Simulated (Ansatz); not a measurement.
# SO+ (quartet): PBE0, B3LYP over a scan of the distance O1–S2, 6-31G, part 2 of 2

Ansatz 0.2.0, Gaussian basis; 6-31G, all electrons in the functionals.

### 15 B3LYP, 1.643 Å

The input, in.yaml:

```yaml
crystal:
  periodic: [false, false, false]
  atoms:
    - {symbol: O, position_ang: [0.000000, 0.000000, 0.000000]}
    - {symbol: S, position_ang: [0.000000, 0.000000, 1.642500]}
basis:
  gaussian: {orbitals: 6-31G}
total_charge: 1
magnetization: {spin_polarized: true, initial_magnetization: 3}
hamiltonian: {xc: {name: B3LYP}}
```

Launch:

```sh
> ansatz run in.yaml --threads 1 --pin off --events-out ev --progress --plain --max-ram 2393MiB
```

The program printed (excerpt; [...] marks lines left out):

```text
Functional definition: B3LYP
  name "B3LYP"
  cite "Stephens, Devlin, Chabalowski & Frisch, J. Phys. Chem. 98, 11623 (1994) doi:10.1021/j100096a001"
  cite "Becke, Phys. Rev. A 38, 3098 (1988) doi:10.1103/PhysRevA.38.3098"
  cite "Lee, Yang & Parr, Phys. Rev. B 37, 785 (1988) doi:10.1103/PhysRevB.37.785"
  cite "Vosko, Wilk & Nusair, Can. J. Phys. 58, 1200 (1980) doi:10.1139/p80-159"
[...]
220 factors; integrals over basis functions are off by at most 1.8e-4 eV
[...]
mean field -12865.88742602 eV, -472.8126420946 hartree, gradient 2.0e-5 eV, S^2 3.754487; 4 other end points of the search recorded, 0 dependent functions left out
reference -12865.88756050 eV, -472.8126470365 hartree; 13, 10 occupied and 9, 12 virtual orbitals, 220 factors
Total energy: -12865.88756050 eV, -472.8126470365 hartree
```

It took 1.3 s on 1 thread of Arm Neoverse V1, shared host.

From the report: ⟨S²⟩ of the determinant 3.754 (pure quartet: 3.75).

### 16 B3LYP, 1.818 Å

in.yaml: that of step 15 with these lines changed.

```diff
@@ -4,3 +4,3 @@
     - {symbol: O, position_ang: [0.000000, 0.000000, 0.000000]}
-    - {symbol: S, position_ang: [0.000000, 0.000000, 1.642500]}
+    - {symbol: S, position_ang: [0.000000, 0.000000, 1.818000]}
 basis:
```

Same command.

The program printed (excerpt; [...] marks lines left out):

```text
Functional definition: B3LYP
  name "B3LYP"
  cite "Stephens, Devlin, Chabalowski & Frisch, J. Phys. Chem. 98, 11623 (1994) doi:10.1021/j100096a001"
  cite "Becke, Phys. Rev. A 38, 3098 (1988) doi:10.1103/PhysRevA.38.3098"
  cite "Lee, Yang & Parr, Phys. Rev. B 37, 785 (1988) doi:10.1103/PhysRevB.37.785"
  cite "Vosko, Wilk & Nusair, Can. J. Phys. 58, 1200 (1980) doi:10.1139/p80-159"
[...]
218 factors; integrals over basis functions are off by at most 1.9e-4 eV
[...]
mean field -12866.30681381 eV, -472.8280543113 hartree, gradient 3.2e-6 eV, S^2 3.754914; 0 other end points of the search recorded, 0 dependent functions left out
reference -12866.30694909 eV, -472.8280592829 hartree; 13, 10 occupied and 9, 12 virtual orbitals, 218 factors
Total energy: -12866.30694909 eV, -472.8280592829 hartree
```

It took 0.57 s on 1 thread of Arm Neoverse V1, shared host.

From the report: ⟨S²⟩ of the determinant 3.755 (pure quartet: 3.75).

From 1.643 Å: -40.5 kJ/mol.

### 17 B3LYP, 1.989 Å

in.yaml: that of step 16 with these lines changed.

```diff
@@ -4,3 +4,3 @@
     - {symbol: O, position_ang: [0.000000, 0.000000, 0.000000]}
-    - {symbol: S, position_ang: [0.000000, 0.000000, 1.818000]}
+    - {symbol: S, position_ang: [0.000000, 0.000000, 1.989000]}
 basis:
```

Launched as before.

The program printed (excerpt; [...] marks lines left out):

```text
Functional definition: B3LYP
  name "B3LYP"
  cite "Stephens, Devlin, Chabalowski & Frisch, J. Phys. Chem. 98, 11623 (1994) doi:10.1021/j100096a001"
  cite "Becke, Phys. Rev. A 38, 3098 (1988) doi:10.1103/PhysRevA.38.3098"
  cite "Lee, Yang & Parr, Phys. Rev. B 37, 785 (1988) doi:10.1103/PhysRevB.37.785"
  cite "Vosko, Wilk & Nusair, Can. J. Phys. 58, 1200 (1980) doi:10.1139/p80-159"
[...]
219 factors; integrals over basis functions are off by at most 1.9e-4 eV
[...]
mean field -12866.04858500 eV, -472.8185645778 hartree, gradient 1.6e-5 eV, S^2 3.757101; 0 other end points of the search recorded, 0 dependent functions left out
reference -12866.04872209 eV, -472.8185696157 hartree; 13, 10 occupied and 9, 12 virtual orbitals, 219 factors
Total energy: -12866.04872209 eV, -472.8185696157 hartree
```

Run time: 0.63 s. Hardware: 1 thread of Arm Neoverse V1, shared host.

From the report: ⟨S²⟩ of the determinant 3.757 (pure quartet: 3.75).

From 1.643 Å: -15.5 kJ/mol.

### 18 B3LYP, 2.314 Å

in.yaml: that of step 17 with these lines changed.

```diff
@@ -4,3 +4,3 @@
     - {symbol: O, position_ang: [0.000000, 0.000000, 0.000000]}
-    - {symbol: S, position_ang: [0.000000, 0.000000, 1.989000]}
+    - {symbol: S, position_ang: [0.000000, 0.000000, 2.314000]}
 basis:
```

Same command.

The program printed (excerpt; [...] marks lines left out):

```text
Functional definition: B3LYP
  name "B3LYP"
  cite "Stephens, Devlin, Chabalowski & Frisch, J. Phys. Chem. 98, 11623 (1994) doi:10.1021/j100096a001"
  cite "Becke, Phys. Rev. A 38, 3098 (1988) doi:10.1103/PhysRevA.38.3098"
  cite "Lee, Yang & Parr, Phys. Rev. B 37, 785 (1988) doi:10.1103/PhysRevB.37.785"
  cite "Vosko, Wilk & Nusair, Can. J. Phys. 58, 1200 (1980) doi:10.1139/p80-159"
[...]
218 factors; integrals over basis functions are off by at most 2.1e-4 eV
[...]
mean field -12865.06400410 eV, -472.7823818973 hartree, gradient 6.3e-6 eV, S^2 4.048493; 4 other end points of the search recorded, 0 dependent functions left out
reference -12865.06414782 eV, -472.7823871786 hartree; 13, 10 occupied and 9, 12 virtual orbitals, 218 factors
Total energy: -12865.06414782 eV, -472.7823871786 hartree
```

Run time: 1.5 s. Hardware: 1 thread of Arm Neoverse V1, shared host.

From the report: ⟨S²⟩ of the determinant 4.048 (pure quartet: 3.75).

From 1.643 Å: +79.4 kJ/mol.

### 19 B3LYP, 2.688 Å

in.yaml: that of step 18 with these lines changed.

```diff
@@ -4,3 +4,3 @@
     - {symbol: O, position_ang: [0.000000, 0.000000, 0.000000]}
-    - {symbol: S, position_ang: [0.000000, 0.000000, 2.314000]}
+    - {symbol: S, position_ang: [0.000000, 0.000000, 2.688000]}
 basis:
```

The command is unchanged.

The program printed (excerpt; [...] marks lines left out):

```text
Functional definition: B3LYP
  name "B3LYP"
  cite "Stephens, Devlin, Chabalowski & Frisch, J. Phys. Chem. 98, 11623 (1994) doi:10.1021/j100096a001"
  cite "Becke, Phys. Rev. A 38, 3098 (1988) doi:10.1103/PhysRevA.38.3098"
  cite "Lee, Yang & Parr, Phys. Rev. B 37, 785 (1988) doi:10.1103/PhysRevB.37.785"
  cite "Vosko, Wilk & Nusair, Can. J. Phys. 58, 1200 (1980) doi:10.1139/p80-159"
[...]
218 factors; integrals over basis functions are off by at most 2.2e-4 eV
[...]
mean field -12864.83422499 eV, -472.7739376705 hartree, gradient 1.8e-6 eV, S^2 4.743455; 21 other end points of the search recorded, 0 dependent functions left out
reference -12864.83437571 eV, -472.7739432096 hartree; 13, 10 occupied and 9, 12 virtual orbitals, 218 factors
Total energy: -12864.83437571 eV, -472.7739432096 hartree
```

It took 6 s on 1 thread of Arm Neoverse V1, shared host.

From the report: ⟨S²⟩ of the determinant 4.743 (pure quartet: 3.75). The determinant of B3LYP (⟨S²⟩ 4.74) is far from a pure spin state, so its energy mixes those of several spin states; that is harmless only where they are near-degenerate.

From 1.643 Å: +101.6 kJ/mol.

### 20 B3LYP, 3.035 Å

in.yaml: that of step 19 with these lines changed.

```diff
@@ -4,3 +4,3 @@
     - {symbol: O, position_ang: [0.000000, 0.000000, 0.000000]}
-    - {symbol: S, position_ang: [0.000000, 0.000000, 2.688000]}
+    - {symbol: S, position_ang: [0.000000, 0.000000, 3.035000]}
 basis:
```

Launched as before.

The program printed (excerpt; [...] marks lines left out):

```text
Functional definition: B3LYP
  name "B3LYP"
  cite "Stephens, Devlin, Chabalowski & Frisch, J. Phys. Chem. 98, 11623 (1994) doi:10.1021/j100096a001"
  cite "Becke, Phys. Rev. A 38, 3098 (1988) doi:10.1103/PhysRevA.38.3098"
  cite "Lee, Yang & Parr, Phys. Rev. B 37, 785 (1988) doi:10.1103/PhysRevB.37.785"
  cite "Vosko, Wilk & Nusair, Can. J. Phys. 58, 1200 (1980) doi:10.1139/p80-159"
[...]
215 factors; integrals over basis functions are off by at most 2.6e-4 eV
[...]
mean field -12864.72375834 eV, -472.7698780961 hartree, gradient 3.1e-6 eV, S^2 4.752717; 20 other end points of the search recorded, 0 dependent functions left out
reference -12864.72390837 eV, -472.7698836096 hartree; 13, 10 occupied and 9, 12 virtual orbitals, 215 factors
Total energy: -12864.72390837 eV, -472.7698836096 hartree
```

Run time: 6 s. Hardware: 1 thread of Arm Neoverse V1, shared host.

From the report: ⟨S²⟩ of the determinant 4.753 (pure quartet: 3.75). The determinant of B3LYP (⟨S²⟩ 4.75) is far from a pure spin state, so its energy mixes those of several spin states; that is harmless only where they are near-degenerate.

From 1.643 Å: +112.3 kJ/mol.

### 21 B3LYP, 3.589 Å

in.yaml: that of step 20 with these lines changed.

```diff
@@ -4,3 +4,3 @@
     - {symbol: O, position_ang: [0.000000, 0.000000, 0.000000]}
-    - {symbol: S, position_ang: [0.000000, 0.000000, 3.035000]}
+    - {symbol: S, position_ang: [0.000000, 0.000000, 3.589000]}
 basis:
```

Launched as before.

The program printed (excerpt; [...] marks lines left out):

```text
Functional definition: B3LYP
  name "B3LYP"
  cite "Stephens, Devlin, Chabalowski & Frisch, J. Phys. Chem. 98, 11623 (1994) doi:10.1021/j100096a001"
  cite "Becke, Phys. Rev. A 38, 3098 (1988) doi:10.1103/PhysRevA.38.3098"
  cite "Lee, Yang & Parr, Phys. Rev. B 37, 785 (1988) doi:10.1103/PhysRevB.37.785"
  cite "Vosko, Wilk & Nusair, Can. J. Phys. 58, 1200 (1980) doi:10.1139/p80-159"
[...]
215 factors; integrals over basis functions are off by at most 4.3e-4 eV
[...]
mean field -12864.54217151 eV, -472.7632049031 hartree, gradient 4.2e-6 eV, S^2 4.754404; 19 other end points of the search recorded, 0 dependent functions left out
reference -12864.54232972 eV, -472.7632107171 hartree; 13, 10 occupied and 9, 12 virtual orbitals, 215 factors
Total energy: -12864.54232972 eV, -472.7632107171 hartree
```

Wall time 7 s (1 thread of Arm Neoverse V1, shared host).

From the report: ⟨S²⟩ of the determinant 4.754 (pure quartet: 3.75). The determinant of B3LYP (⟨S²⟩ 4.75) is far from a pure spin state, so its energy mixes those of several spin states; that is harmless only where they are near-degenerate.

From 1.643 Å: +129.8 kJ/mol.

### 22 B3LYP, 4.409 Å

in.yaml: that of step 21 with these lines changed.

```diff
@@ -4,3 +4,3 @@
     - {symbol: O, position_ang: [0.000000, 0.000000, 0.000000]}
-    - {symbol: S, position_ang: [0.000000, 0.000000, 3.589000]}
+    - {symbol: S, position_ang: [0.000000, 0.000000, 4.409000]}
 basis:
```

Same command.

The program printed (excerpt; [...] marks lines left out):

```text
Functional definition: B3LYP
  name "B3LYP"
  cite "Stephens, Devlin, Chabalowski & Frisch, J. Phys. Chem. 98, 11623 (1994) doi:10.1021/j100096a001"
  cite "Becke, Phys. Rev. A 38, 3098 (1988) doi:10.1103/PhysRevA.38.3098"
  cite "Lee, Yang & Parr, Phys. Rev. B 37, 785 (1988) doi:10.1103/PhysRevB.37.785"
  cite "Vosko, Wilk & Nusair, Can. J. Phys. 58, 1200 (1980) doi:10.1139/p80-159"
[...]
215 factors; integrals over basis functions are off by at most 2.5e-4 eV
[...]
mean field -12864.44509358 eV, -472.7596373549 hartree, gradient 6.2e-6 eV, S^2 4.753708; 18 other end points of the search recorded, 0 dependent functions left out
reference -12864.44526547 eV, -472.7596436718 hartree; 13, 10 occupied and 9, 12 virtual orbitals, 215 factors
Total energy: -12864.44526547 eV, -472.7596436718 hartree
```

It took 8.5 s on 1 thread of Arm Neoverse V1, shared host.

From the report: ⟨S²⟩ of the determinant 4.754 (pure quartet: 3.75). The determinant of B3LYP (⟨S²⟩ 4.75) is far from a pure spin state, so its energy mixes those of several spin states; that is harmless only where they are near-degenerate.

From 1.643 Å: +139.2 kJ/mol.

### 23 B3LYP, 5.611 Å

in.yaml: that of step 22 with these lines changed.

```diff
@@ -4,3 +4,3 @@
     - {symbol: O, position_ang: [0.000000, 0.000000, 0.000000]}
-    - {symbol: S, position_ang: [0.000000, 0.000000, 4.409000]}
+    - {symbol: S, position_ang: [0.000000, 0.000000, 5.611000]}
 basis:
```

The command is unchanged.

The program printed (excerpt; [...] marks lines left out):

```text
Functional definition: B3LYP
  name "B3LYP"
  cite "Stephens, Devlin, Chabalowski & Frisch, J. Phys. Chem. 98, 11623 (1994) doi:10.1021/j100096a001"
  cite "Becke, Phys. Rev. A 38, 3098 (1988) doi:10.1103/PhysRevA.38.3098"
  cite "Lee, Yang & Parr, Phys. Rev. B 37, 785 (1988) doi:10.1103/PhysRevB.37.785"
  cite "Vosko, Wilk & Nusair, Can. J. Phys. 58, 1200 (1980) doi:10.1139/p80-159"
[...]
215 factors; integrals over basis functions are off by at most 2.1e-4 eV
[...]
mean field -12864.48193795 eV, -472.7609913606 hartree, gradient 1.1e-6 eV, S^2 4.753382; 21 other end points of the search recorded, 0 dependent functions left out
reference -12864.48212670 eV, -472.7609982972 hartree; 13, 10 occupied and 9, 12 virtual orbitals, 215 factors
Total energy: -12864.48212670 eV, -472.7609982972 hartree
```

It took 9 s on 1 thread of Arm Neoverse V1, shared host.

From the report: ⟨S²⟩ of the determinant 4.753 (pure quartet: 3.75). The determinant of B3LYP (⟨S²⟩ 4.75) is far from a pure spin state, so its energy mixes those of several spin states; that is harmless only where they are near-degenerate.

From 1.643 Å: +135.6 kJ/mol.

### 24 Against the wave-function levels

The yardstick is full CI for this spin, exact in this basis with these frozen cores. It comes from earlier runs at the same points. Energies in kJ/mol, counted from 1.643 Å; blanks weren't run or aren't comparable.

| level | 1.284 Å | 1.513 Å | 1.643 Å | 1.818 Å | 1.989 Å | 2.314 Å | 2.688 Å | 3.035 Å | 3.589 Å | 4.409 Å | 5.611 Å |
| --- | --- | --- | --- | --- | --- | --- | --- | --- | --- | --- | --- |
| FCI | 666.0 | 126.5 | 0.0 | -58.4 | -57.0 | -22.0 | -25.4 | -27.8 | -20.8 | -13.0 | -10.1 |
| PBE0 | 616.6 | 111.5 | 0.0 | -33.6 | -2.1 | 92.2 | 106.2 | 118.9 | 138.2 | 149.0 | 146.7 |
| B3LYP | 617.8 | 116.0 | 0.0 | -40.5 | -15.5 | 79.4 | 101.6 | 112.3 | 129.8 | 139.2 | 135.6 |

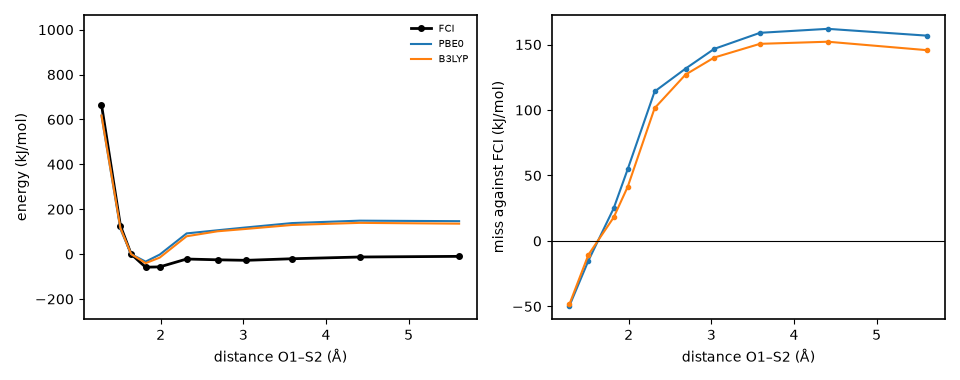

Left: the curves (the axis may cut off levels that run far away). Right: misses against FCI, in the same colours.

Largest miss and mean time a point (FCI took 3.8 min a point; shared hosts):

| level | largest miss (kJ/mol) | where | time a point |
| --- | --- | --- | --- |
| PBE0 | +162.0 | 4.409 Å | 3.9 s |
| B3LYP | +152.2 | 4.409 Å | 3.9 s |

### 25 Summary of results

This closing draws on all 2 parts.

```
             quantity                    value
span of the FCI curve             724.4 kJ/mol
   largest miss, PBE0  +162.0 kJ/mol (4.409 Å)
  largest miss, B3LYP  +152.2 kJ/mol (4.409 Å)
```

Of the functionals, B3LYP keep the smallest largest miss at the points compared (at most 152.2 kJ/mol) and PBE0 strays most (162.0 kJ/mol, at 4.409 Å). PBE0, B3LYP clearly break the spin symmetry at some points (⟨S²⟩ up to 1.00 above the pure value), so energy there is bought with a mixed spin. Functionals and the yardstick converge differently with the basis, so part of each miss in 6-31G is the basis.
